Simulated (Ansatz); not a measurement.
# Calculations on SiH4TeSO2

Part 1: Relaxation

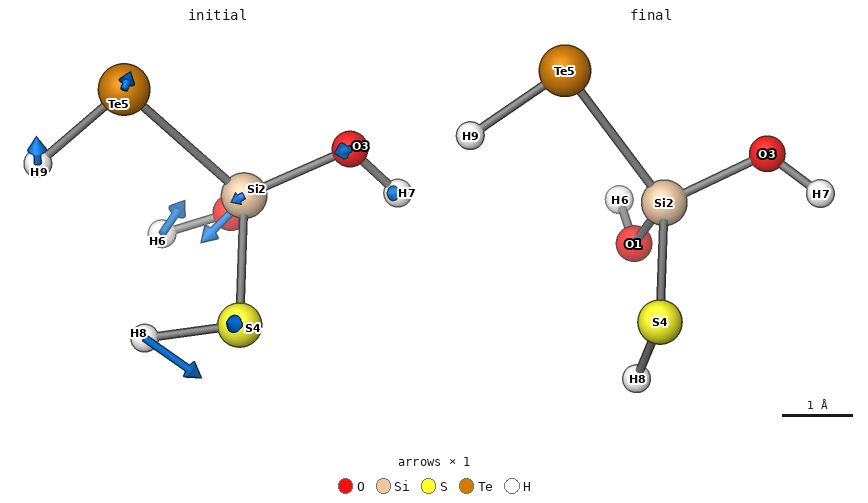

The structure of SiH4TeSO2 before (left) and after (right) a relaxation, at one scale. The blue arrows give the displacements, at their true length.

The picture is a ball-and-stick view, seen face on.

The run prepares an end point of a later path (torsion) calculation, from a guessed geometry.

Theory: RKS BHLYP-D4/def2-SVP (Ansatz 0.2.0). Settings: no spin polarisation; force threshold 0.015 eV/Å; at most 40 steps.

### What changed between the two?

The largest move after the best rigid fit is that of H8, 1.06 Å. Largest moves by element: H 1.06 Å, O 0.66 Å, S 0.36 Å, Te 0.32 Å, Si 0.23 Å. Among the contacts that change: S4–H8 1.442 → 1.342 Å, O1–H6 1.041 → 0.955 Å, O3–H7 1.011 → 0.955 Å, O1–Si2 1.689 → 1.645 Å. Among the angles between lasting bonds that change: Si2–O1–H6 104.3° → 117.5°, Si2–O3–H7 108.0° → 117.8°, O3–Si2–Te5 109.5° → 100.8°. Groups turn about O1–Si2 by about 100°, Si2–S4 by about 65°, Si2–O3 by about 20°. The energy falls by 17.3 kcal/mol in 17 accepted moves (21 points after the start). The largest force component goes from 3.7 to 0.014 eV/Å. The line search rejected the trial steps at points 6, 10, 13, 15 of the run.

Part 2: Relaxation

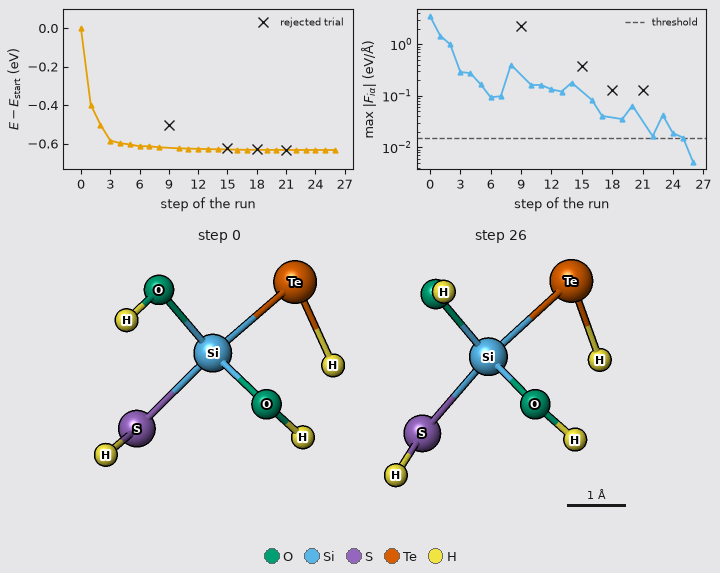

First and last geometry of a relaxation of SiH₄TeSO₂, with the history of the run. A ball-and-stick model, seen from a free direction.

The run prepares an end point of a later path (torsion) calculation, from a guessed geometry.

Method: RKS BHLYP-D4/def2-SVP in Ansatz 0.2.0. Set-up: no spin polarisation; force threshold 0.015 eV/Å; at most 40 steps.

Did the run converge, and what did it change?

It converged. After 22 accepted moves (26 points after the start) the energy has fallen by 0.633 eV. Largest force component: 3.5 eV/Å at the start, 0.0052 eV/Å at the end. The line search rejected the trial steps at points 9, 15, 18, 21 of the run. An H atom moves most after the best rigid fit: 0.83 Å. Largest moves by element: H 0.83 Å, O 0.23 Å, S 0.22 Å, Si 0.11 Å, Te 0.10 Å. Near-neighbour distances that change, for instance: H–S 1.442 → 1.344 Å, H–O 1.041 → 0.953 Å, H–O 1.011 → 0.955 Å, O–Si 1.685 → 1.638 Å. Bond angles that change, for instance: Si–O–H 104.3° → 119.7°, Si–O–H 108.0° → 116.3°, O–Si–S 108.0° → 113.5°. Groups turn about O–Si by about 65°. The run took 3.7 min on 2 threads of Intel(R) Xeon(R) Processor @ 2.50GHz (Skylake/Cascade Lake) (shared host), peak memory 0.3 GiB.

Part 3: Path

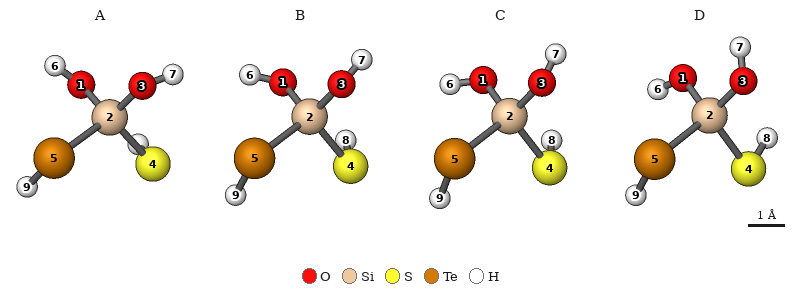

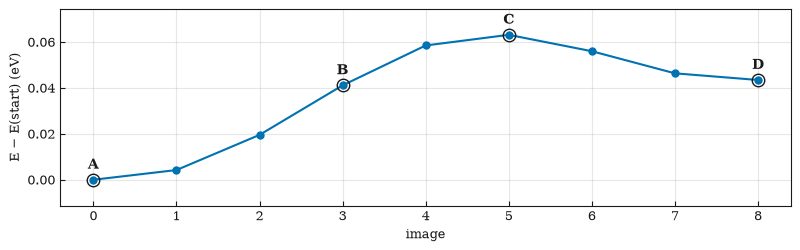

A nudged-elastic-band calculation for SiH4TeSO2. Images are numbered from 0 (start) to 8 (end). Frames A to D are images 0, 3, 5, 8. A ball-and-stick model, seen from a free direction.

Method: RKS BHLYP-D4/def2-SVP in Ansatz. Run with 7 movable images; climbing image; force threshold 0.05 eV/Å; iteration limit 50; starting path by image-dependent pair potential.

Question: Describe the mechanism and the energy profile.

Answer: The energy climbs by 0.063 eV to image 5 and then falls by 0.020 eV, so the end point sits at +0.043 eV. The motion is a rotation about the Si2–S4 bond by about 45°, with a turn of about 100° about O1–Si2, with a turn of about 85° about Si2–O3. No bond forms or breaks between the ends. Bond angles that change up to the highest image, for instance: O1–Si2–O3 113.7° → 107.4°, S4–Si2–Te5 115.3° → 109.1°. The band is converged. At the top, the vibrational analysis gives one imaginary mode (187i cm⁻¹), as a transition state must have.
